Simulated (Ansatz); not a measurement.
**BAs+ (quartet): correlated methods under varied settings at distance B1–As2 = 2.671 Å**

What do other methods and options give for BAs+ (quartet) at this geometry, and how long do they take?

Program: Ansatz 0.2.0, Gaussian basis. Level of theory: the settings change from run to run. These are calculated values, not measurements.

19 further runs of the same task are left out: 14 that didn't finish, 5 set aside as unsound or not needed.

## 1. The geometry

The geometry derives from a PBE0/def2-TZVP stationary point (not a proven minimum). One bond is set to the value named and the two fragments are kept rigid. No spin-orbit coupling is included. The filled d shell of As may be among the frozen orbitals whatever the setting's name suggests; the logs give the count.

2 atoms, charge 1, spin multiplicity 4.

Atoms are counted from 1 here; the program's logs count them from 0.

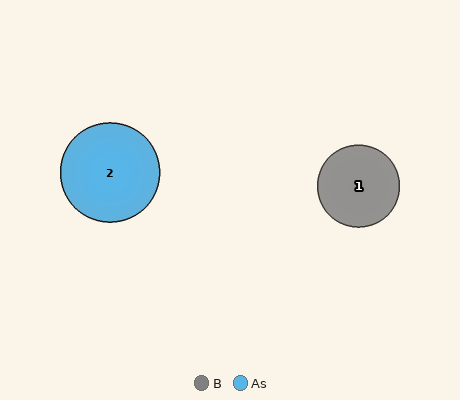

The structure; boron grey, arsenic blue; atoms are numbered from 1 in the order of the file.

Geometry (Å):

```xyz
2
charge 1, multiplicity 4
B     0.0000    0.0000    0.0000
As    0.0000    0.0000    2.6710
```

## 2. CCSD on ROHF/cc-pVDZ

in.yaml reads:

```yaml
crystal:
  periodic: [false, false, false]
  atoms:
    - {symbol: B, position_ang: [0.000000, 0.000000, 0.000000]}
    - {symbol: As, position_ang: [0.000000, 0.000000, 2.671000]}
basis:
  gaussian: {orbitals: cc-pVDZ}
total_charge: 1
magnetization: {spin_polarized: false, initial_magnetization: 3}
correlation: {method: ccsd, electrons: outside_noble_gas}
scf: {lower_state_search: light}
```

Command:

```
$ ansatz run in.yaml --threads 1 --pin off --events-out ev --progress --plain --max-ram 2393MiB
```

Output (excerpt; [...] marks lines left out):

```text
Functional definition: HF
  name "HF"
  cite "Fock, Z. Phys. 61, 126 (1930) doi:10.1007/BF01340294"
  parent pbe
[...]
462 factors; integrals over basis functions are off by at most 1.2e-3 eV
[...]
mean field -61454.99969410 eV, -2258.4295830633 hartree, gradient 5.2e-6 eV, S^2 3.750000; 2 other end points of the search recorded, 0 dependent functions left out
[...]
determinant -61454.99969410 eV, -2258.4295830633 hartree, with singles and doubles -61458.78093870 eV, -2258.5685412393 hartree
determinant -61452.82978412 eV, -2258.3498403424 hartree, with singles and doubles -61456.37400011 eV, -2258.4800878776 hartree
determinant -61452.42066728 eV, -2258.3348055757 hartree, with singles and doubles -61456.04885910 eV, -2258.4681391658 hartree
15 core orbitals not correlated: weight in the atoms' cores, before any rotation towards them, 1.000 or more for the frozen orbitals, at most 0.000 for the correlated occupied ones
reference -61454.99969410 eV, -2258.4295830633 hartree; 5, 2 occupied and 21, 24 virtual orbitals, 462 factors
second order -2.66161850 eV of doubles, -0.07011861 eV of singles
cycle   1  -3.77996283 eV  change    1.3e-3 eV  update   1.9e-3
[...]
cycle   7  -3.78011827 eV  change   -5.3e-6 eV  update   6.3e-6
Total energy: -61458.77981237 eV, -2258.5684998473 hartree
```

Wall time 1.8 s (1 thread of Arm Neoverse V1, shared host).

From the report: correlation -3.7801 eV; T1 0.036; largest double amplitude 0.10.

## 3. NEVPT4(SD)(3,4)/cc-pVDZ

in.yaml reads:

```yaml
crystal:
  periodic: [false, false, false]
  atoms:
    - {symbol: B, position_ang: [0.000000, 0.000000, 0.000000]}
    - {symbol: As, position_ang: [0.000000, 0.000000, 2.671000]}
basis:
  gaussian: {orbitals: cc-pVDZ, point_charges: [{charge: 0.50, position_ang: [2.528, 0.064, -0.401]}]}
total_charge: 1
magnetization: {spin_polarized: false, initial_magnetization: 3}
correlation: {method: fic_nevpt4_sd, electrons: outside_noble_gas, active_space: {window: {electrons: 3, orbitals: 4}, states: [{multiplicity: 4, weights: [0.5, 1]}]}}
```

The command is unchanged.

Output (excerpt; [...] marks lines left out):

```text
Functional definition: HF
  name "HF"
  cite "Fock, Z. Phys. 61, 126 (1930) doi:10.1007/BF01340294"
  parent pbe
[...]
764 factors; integrals over basis functions are off by at most 1.4e-7 eV
[...]
mean field -61452.72277624 eV, -2258.3459078753 hartree, gradient 1.9e-6 eV, S^2 3.750000; 3 other end points of the search recorded, 0 dependent functions left out
reference -61452.72277624 eV, -2258.3459078753 hartree; 20, 17 occupied and 21, 24 virtual orbitals, 764 factors
state -61452.61229000 eV, -2258.3418475810 hartree
state -61451.11420881 eV, -2258.2867941124 hartree
state -61452.61229000 eV, -2258.3418475810 hartree; corrected -61456.39004566 eV, -2258.4806775408 hartree
state -61451.11420881 eV, -2258.2867941124 hartree; corrected -61454.62620854 eV, -2258.4158577221 hartree
Total energy: -61455.21415425 eV, -2258.4374643283 hartree
```

Run time: 1.8 s. Hardware: 1 thread of Arm Neoverse V1, shared host.

From the report: 4 determinants; active occupations (of the averaged states) 1.00, 1.00, 0.67, 0.33.

## 4. MRCISD+Q(3,8)/cc-pVDZ

in.yaml reads:

```yaml
crystal:
  periodic: [false, false, false]
  atoms:
    - {symbol: B, position_ang: [0.000000, 0.000000, 0.000000]}
    - {symbol: As, position_ang: [0.000000, 0.000000, 2.671000]}
basis:
  gaussian: {orbitals: cc-pVDZ}
total_charge: 1
magnetization: {spin_polarized: false, initial_magnetization: 3}
correlation: {method: fic_mrcisd_q, electrons: outside_noble_gas, active_space: {window: {electrons: 3, orbitals: 8}, states: [{multiplicity: 4, weights: [1, 1]}]}}
accuracy: high
scf: {lower_state_search: full}
```

Same command.

Output (excerpt; [...] marks lines left out):

```text
Functional definition: HF
  name "HF"
  cite "Fock, Z. Phys. 61, 126 (1930) doi:10.1007/BF01340294"
  parent pbe
[...]
761 factors; integrals over basis functions are off by at most 4.6e-9 eV
[...]
mean field -61454.99970850 eV, -2258.4295835924 hartree, gradient 1.9e-8 eV, S^2 3.750000; 6 other end points of the search recorded, 0 dependent functions left out
reference -61454.99970850 eV, -2258.4295835924 hartree; 20, 17 occupied and 21, 24 virtual orbitals, 761 factors
state -61455.18556718 eV, -2258.4364137731 hartree
state -61452.91469248 eV, -2258.3529606669 hartree
contracted CI cycle   1: correlation 0.00000000 eV, 0.0000000000 hartree, residual 1.09e1 eV
contracted CI cycle   2: correlation -3.09843911 eV, -0.1138655372 hartree, residual 2.76e0 eV
contracted CI cycle   3: correlation -3.32838832 eV, -0.1223160148 hartree, residual 1.26e0 eV
[...]
contracted CI cycle   9: correlation -3.28378207 eV, -0.1206767651 hartree, residual 4.44e-3 eV
contracted CI cycle  10: correlation -3.28378266 eV, -0.1206767870 hartree, residual 1.71e-3 eV
contracted CI cycle  11: correlation -3.28378276 eV, -0.1206767907 hartree, residual 7.81e-4 eV
contracted CI cycle  12: correlation -3.28378278 eV, -0.1206767914 hartree, residual 3.12e-4 eV
contracted CI cycle  13: correlation -3.28378279 eV, -0.1206767915 hartree, residual 1.04e-4 eV
contracted CI cycle  14: correlation -3.28378279 eV, -0.1206767915 hartree, residual 3.13e-5 eV
contracted CI cycle  15: correlation -3.28378279 eV, -0.1206767915 hartree, residual 1.04e-5 eV
contracted CI cycle  16: correlation -3.28378279 eV, -0.1206767915 hartree, residual 3.67e-6 eV
contracted CI cycle  17: correlation -3.28378279 eV, -0.1206767915 hartree, residual 1.41e-6 eV
state -61452.91469248 eV, -2258.3529606669 hartree; corrected -61456.60990082 eV, -2258.4887570686 hartree
Total energy: -61457.79181934 eV, -2258.5321917734 hartree
```

Wall time 6.5 s (1 thread of Arm Neoverse V1, shared host).

From the report: 17 determinants; active occupations (of the averaged states) 0.99, 0.99, 0.50, 0.49, 0.01, 0.01, 0.00, 0.00.

## 5. CCSDT on ROHF/cc-pVDZ

in.yaml reads:

```yaml
crystal:
  periodic: [false, false, false]
  atoms:
    - {symbol: B, position_ang: [0.000000, 0.000000, 0.000000]}
    - {symbol: As, position_ang: [0.000000, 0.000000, 2.671000]}
basis:
  gaussian: {orbitals: cc-pVDZ}
total_charge: 1
magnetization: {spin_polarized: false, initial_magnetization: 3}
correlation: {method: ccsdt, electrons: outside_noble_gas}
scf: {lower_state_search: full}
```

Launched as before.

Output (excerpt; [...] marks lines left out):

```text
Functional definition: HF
  name "HF"
  cite "Fock, Z. Phys. 61, 126 (1930) doi:10.1007/BF01340294"
  parent pbe
[...]
764 factors; integrals over basis functions are off by at most 1.4e-7 eV
[...]
mean field -61454.99970836 eV, -2258.4295835873 hartree, gradient 2.9e-6 eV, S^2 3.750000; 8 other end points of the search recorded, 0 dependent functions left out
[...]
determinant -61454.99970836 eV, -2258.4295835873 hartree, with singles and doubles -61458.78094839 eV, -2258.5685415955 hartree
determinant -61452.82981189 eV, -2258.3498413629 hartree, with singles and doubles -61456.37402744 eV, -2258.4800888819 hartree
determinant -61452.42068958 eV, -2258.3348063951 hartree, with singles and doubles -61456.04888607 eV, -2258.4681401569 hartree
15 core orbitals not correlated: weight in the atoms' cores, before any rotation towards them, 1.000 or more for the frozen orbitals, at most 0.000 for the correlated occupied ones
reference -61454.99970836 eV, -2258.4295835873 hartree; 5, 2 occupied and 21, 24 virtual orbitals, 764 factors
second order -2.66161545 eV of doubles, -0.07011865 eV of singles
cycle   1  -3.39003172 eV  change   -6.6e-1 eV  update   9.1e-2
[...]
cycle  21  -3.91369574 eV  change   -2.3e-7 eV  update   3.1e-7
Total energy: -61458.91340410 eV, -2258.5734092528 hartree
```

Run time: 4.7 s. Hardware: 1 thread of Arm Neoverse V1, shared host.

From the report: correlation -3.9137 eV; T1 0.040; largest double amplitude 0.11.

## 6. BCCD on UHF/def2-mTZVP

in.yaml reads:

```yaml
crystal:
  periodic: [false, false, false]
  atoms:
    - {symbol: B, position_ang: [0.000000, 0.000000, 0.000000]}
    - {symbol: As, position_ang: [0.000000, 0.000000, 2.671000]}
basis:
  gaussian: {orbitals: def2-mTZVP, point_charges: [{charge: -1.00, position_ang: [2.851, 0.226, -0.952]}]}
total_charge: 1
magnetization: {spin_polarized: true, initial_magnetization: 3}
correlation: {method: bccd, electrons: valence, diis_vectors: 4}
```

The command is unchanged.

Output (excerpt; [...] marks lines left out):

```text
Functional definition: HF
  name "HF"
  cite "Fock, Z. Phys. 61, 126 (1930) doi:10.1007/BF01340294"
  parent pbe
[...]
546 factors; integrals over basis functions are off by at most 3.5e-4 eV
[...]
mean field -61460.41836878 eV, -2258.6287156848 hartree, gradient 1.8e-6 eV, S^2 3.855093; 9 other end points of the search recorded, 0 dependent functions left out
determinant -61460.41836878 eV, -2258.6287156848 hartree, with singles and doubles -61466.69724252 eV, -2258.8594600389 hartree
determinant -61458.01986348 eV, -2258.5405722409 hartree, with singles and doubles -61463.79974093 eV, -2258.7529788195 hartree
determinant -61457.61418174 eV, -2258.5256637119 hartree, with singles and doubles -61463.29491645 eV, -2258.7344268619 hartree
determinant -61457.50185845 eV, -2258.5215359070 hartree, with singles and doubles -61463.30477197 eV, -2258.7347890456 hartree
determinant -61457.03642130 eV, -2258.5044314075 hartree, with singles and doubles -61462.85969458 eV, -2258.7184327531 hartree
10 core orbitals not correlated: weight in the atoms' cores, before any rotation towards them, 1.000 or more for the frozen orbitals, at most 0.000 for the correlated occupied ones
reference -61460.41836878 eV, -2258.6287156848 hartree; 10, 7 occupied and 35, 38 virtual orbitals, 546 factors
second order -5.45954827 eV of doubles, -0.00000000 eV of singles
cycle   1  -6.27861244 eV  change    2.6e-4 eV  update   1.1e-2
[...]
cycle  11  -6.26454345 eV  change    1.8e-5 eV  update   8.9e-6
Total energy: -61466.68291223 eV, -2258.8589334104 hartree
```

Wall time 10 s (1 thread of Arm Neoverse V1, shared host).

From the report: ⟨S²⟩ of the determinant 3.855 (pure quartet: 3.75); correlation -6.2645 eV; largest double amplitude 0.08.

## 7. CCSD/def2-SVPD

in.yaml reads:

```yaml
crystal:
  periodic: [false, false, false]
  atoms:
    - {symbol: B, position_ang: [0.000000, 0.000000, 0.000000]}
    - {symbol: As, position_ang: [0.000000, 0.000000, 2.671000]}
basis:
  gaussian: {orbitals: def2-SVPD}
total_charge: 1
magnetization: {spin_polarized: true, initial_magnetization: 3}
hamiltonian: {xc: {name: r2SCAN}}
correlation: {method: ccsd, electrons: valence, diis_vectors: 4}
```

The command is unchanged.

Output (excerpt; [...] marks lines left out):

```text
Functional definition: r2SCAN
  name "r2SCAN"
  cite "Furness, Kaplan, Ning, Perdew & Sun, J. Phys. Chem. Lett. 11, 8208 (2020) doi:10.1021/acs.jpclett.0c02405"
  cite "Furness, Kaplan, Ning, Perdew & Sun, J. Phys. Chem. Lett. 11, 9248 (2020) doi:10.1021/acs.jpclett.0c03077"
  parent r2scan
[...]
558 factors; integrals over basis functions are off by at most 4.5e-4 eV
[...]
mean field -61494.73460545 eV, -2259.8898141222 hartree, gradient 5.5e-7 eV, S^2 3.775902; 4 other end points of the search recorded, 0 dependent functions left out
10 core orbitals not correlated: weight in the atoms' cores, before any rotation towards them, 1.000 or more for the frozen orbitals, at most 0.000 for the correlated occupied ones
reference -61447.04061635 eV, -2258.1370923508 hartree; 10, 7 occupied and 38, 41 virtual orbitals, 558 factors
second order -6.42126701 eV of doubles, -0.43326536 eV of singles
cycle   1  -6.74725502 eV  change    9.4e-2 eV  update   1.0e-1
[...]
cycle  15  -7.26614613 eV  change    4.7e-6 eV  update   6.9e-6
Total energy: -61454.30676248 eV, -2258.4041182961 hartree
```

Wall time 7 s (1 thread of Arm Neoverse V1, shared host).

From the report: ⟨S²⟩ of the determinant 3.776 (pure quartet: 3.75); correlation -7.2661 eV; T1 0.028; largest double amplitude 0.09. The orbitals are Kohn-Sham ones, so correlation energy and T1 don't compare with those on Hartree-Fock orbitals.

## 8. MP2 on UHF/cc-pVDZ

in.yaml reads:

```yaml
crystal:
  periodic: [false, false, false]
  atoms:
    - {symbol: B, position_ang: [0.000000, 0.000000, 0.000000]}
    - {symbol: As, position_ang: [0.000000, 0.000000, 2.671000]}
basis:
  gaussian: {orbitals: cc-pVDZ}
total_charge: 1
magnetization: {spin_polarized: true, initial_magnetization: 3}
correlation: {method: mp2, electrons: valence}
scf: {lower_state_search: light}
```

Launched as before.

Output (excerpt; [...] marks lines left out):

```text
Functional definition: HF
  name "HF"
  cite "Fock, Z. Phys. 61, 126 (1930) doi:10.1007/BF01340294"
  parent pbe
[...]
462 factors; integrals over basis functions are off by at most 1.2e-3 eV
[...]
mean field -61455.26045363 eV, -2258.4391657993 hartree, gradient 9.9e-7 eV, S^2 3.825379; 4 other end points of the search recorded, 0 dependent functions left out
10 core orbitals not correlated: weight in the atoms' cores, before any rotation towards them, 1.000 or more for the frozen orbitals, at most 0.000 for the correlated occupied ones
reference -61455.26045363 eV, -2258.4391657993 hartree; 10, 7 occupied and 21, 24 virtual orbitals, 462 factors
second order -2.87179817 eV of doubles, -0.00000000 eV of singles
Total energy: -61458.13225180 eV, -2258.5447024354 hartree
```

It took 0.69 s on 1 thread of Arm Neoverse V1, shared host.

From the report: ⟨S²⟩ of the determinant 3.825 (pure quartet: 3.75).

## 9. MP2 on ROHF/cc-pVDZ

in.yaml reads:

```yaml
crystal:
  periodic: [false, false, false]
  atoms:
    - {symbol: B, position_ang: [0.000000, 0.000000, 0.000000]}
    - {symbol: As, position_ang: [0.000000, 0.000000, 2.671000]}
basis:
  gaussian: {orbitals: cc-pVDZ}
total_charge: 1
magnetization: {spin_polarized: false, initial_magnetization: 3}
correlation: {method: mp2, electrons: outside_noble_gas}
scf: {lower_state_search: off}
output: {forces: true}
```

The command is unchanged.

Output (excerpt; [...] marks lines left out):

```text
Functional definition: HF
  name "HF"
  cite "Fock, Z. Phys. 61, 126 (1930) doi:10.1007/BF01340294"
  parent pbe
[...]
462 factors; integrals over basis functions are off by at most 1.2e-3 eV
[...]
mean field -61454.99969410 eV, -2258.4295830633 hartree, gradient 5.2e-6 eV, S^2 3.750000; 0 other end points of the search recorded, 0 dependent functions left out
15 core orbitals not correlated: weight in the atoms' cores, before any rotation towards them, 1.000 or more for the frozen orbitals, at most 0.000 for the correlated occupied ones
reference -61454.99969410 eV, -2258.4295830633 hartree; 5, 2 occupied and 21, 24 virtual orbitals, 462 factors
second order -2.66161850 eV of doubles, -0.07011861 eV of singles
[...]
Total energy: -61457.73143121 eV, -2258.5299725503 hartree
Atom 0 at     0.000000     0.000000     0.000000 Å, force    -0.000000    -0.000000     1.207875 eV/Å
Atom 1 at     0.000000     0.000000     2.671000 Å, force     0.000000     0.000000    -1.207875 eV/Å
Dipole moment:     0.000000     0.000000    -1.071279 e Å
Checks for a lower state left out: starts, cluster_reference, orbital_swaps, neighbouring_geometries, increment
```

It took 0.84 s on 1 thread of Arm Neoverse V1, shared host.

## 10. CASSCF(5,7)/STO-3G

in.yaml reads:

```yaml
crystal:
  periodic: [false, false, false]
  atoms:
    - {symbol: B, position_ang: [0.000000, 0.000000, 0.000000]}
    - {symbol: As, position_ang: [0.000000, 0.000000, 2.671000]}
basis:
  gaussian: {orbitals: STO-3G}
total_charge: 1
magnetization: {spin_polarized: false, initial_magnetization: 3}
hamiltonian: {pseudopotentials: {relativity: none}}
correlation: {active_space: {window: {electrons: 5, orbitals: 7}}}
output: {forces: true}
```

Same command.

Output (excerpt; [...] marks lines left out):

```text
Functional definition: HF
  name "HF"
  cite "Fock, Z. Phys. 61, 126 (1930) doi:10.1007/BF01340294"
  parent pbe
[...]
231 factors; integrals over basis functions are off by at most 3.0e-5 eV
[...]
mean field -60770.35968168 eV, -2233.2695266725 hartree, gradient 2.5e-6 eV, S^2 3.750000; 6 other end points of the search recorded, 0 dependent functions left out
reference -60770.35968168 eV, -2233.2695266725 hartree; 20, 17 occupied and 3, 6 virtual orbitals, 231 factors
state -60772.01123311 eV, -2233.3302200679 hartree
[...]
Total energy: -60772.01123311 eV, -2233.3302200679 hartree
Atom 0 at     0.000000     0.000000     0.000000 Å, force    -0.000000     0.000000     1.915055 eV/Å
Atom 1 at     0.000000     0.000000     2.671000 Å, force     0.000000    -0.000000    -1.915055 eV/Å
Dipole moment:     0.000000    -0.000000    -1.264769 e Å
```

Wall time 0.78 s (1 thread of Arm Neoverse V1, shared host).

From the report: 245 determinants; active occupations 1.85, 1.00, 1.00, 0.99, 0.06, 0.06, 0.04.

## 11. The runs in one table

Where basis and cores are those of an earlier FCI/cc-pVDZ run (-61458.9204 eV), and the state is the same kind, the miss against it is given.

| level | correlated | functions | energy (eV) | from FCI (meV) | time |
| --- | --- | --- | --- | --- | --- |
| CCSD on ROHF/cc-pVDZ | outside noble gas | 41 | -61458.7798 | 140.6 | 1.8 s |
| NEVPT4(SD)(3,4)/cc-pVDZ (mean of several states, beside a point charge) | outside noble gas | 41 | -61455.2142 |  | 1.8 s |
| MRCISD+Q(3,8)/cc-pVDZ (mean of several states) | outside noble gas | 41 | -61457.7918 |  | 6.5 s |
| CCSDT on ROHF/cc-pVDZ | outside noble gas | 41 | -61458.9134 | 7.0 | 4.7 s |
| BCCD on UHF/def2-mTZVP (beside a point charge) | valence | 55 | -61466.6829 |  | 10 s |
| CCSD/def2-SVPD (on r2SCAN orbitals) | valence | 58 | -61454.3068 |  | 7 s |
| MP2 on UHF/cc-pVDZ | valence | 41 | -61458.1323 |  | 0.69 s |
| MP2 on ROHF/cc-pVDZ | outside noble gas | 41 | -61457.7314 | 1189.0 | 0.84 s |
| CASSCF(5,7)/STO-3G |  | 23 | -60772.0112 |  | 0.78 s |

## 12. Summary of results

| quantity | value |
| --- | --- |
| runs | 9 |
| quickest | MP2 on UHF/cc-pVDZ, 0.69 s |
| slowest | BCCD on UHF/def2-mTZVP (beside a point charge), 10 s |

What this shows: Total energies in different bases, with other cores or another treatment of relativity can't be set against each other. BCCD on UHF/def2-mTZVP (beside a point charge) took 15 times as long as MP2 on UHF/cc-pVDZ; the jobs differ in more than the method. Among the correlated runs with a miss given, it spans +7 to +1189 meV.
